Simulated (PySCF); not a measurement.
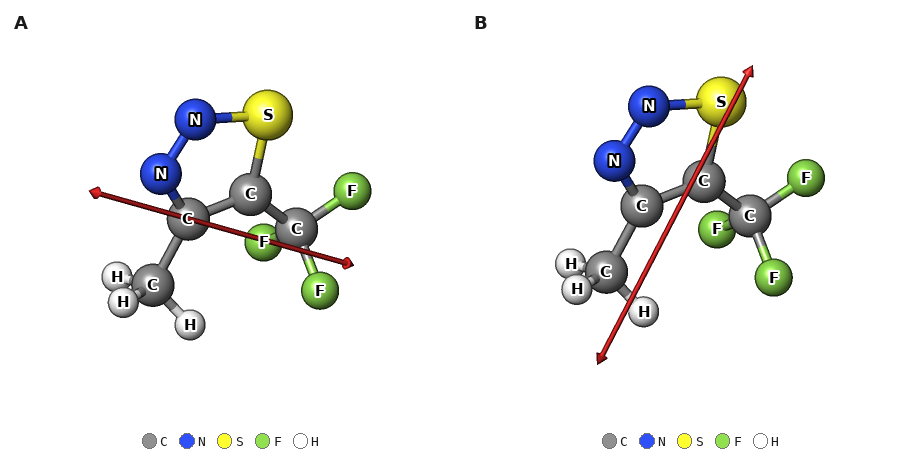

The double arrows show the directions of two transition dipoles from the ground state (lengths mean nothing). The computed structure is the end point of a GFN2-xTB optimisation. No frequency run is at hand to confirm it as a minimum. Properties computed with TDDFT PBE0/def2-SVPD, vertical, gas phase, core orbitals frozen in the response (PySCF 2.14.0).

One belongs to singlet state 3 and one to singlet state 7. Which is which?

A: state 3, 5.84 eV (212 nm), oscillator strength 0.067, mainly HOMO → LUMO+1 (weight 0.57).
B: state 7, 6.43 eV (193 nm), oscillator strength 0.065, mainly HOMO−2 → LUMO (weight 0.65).
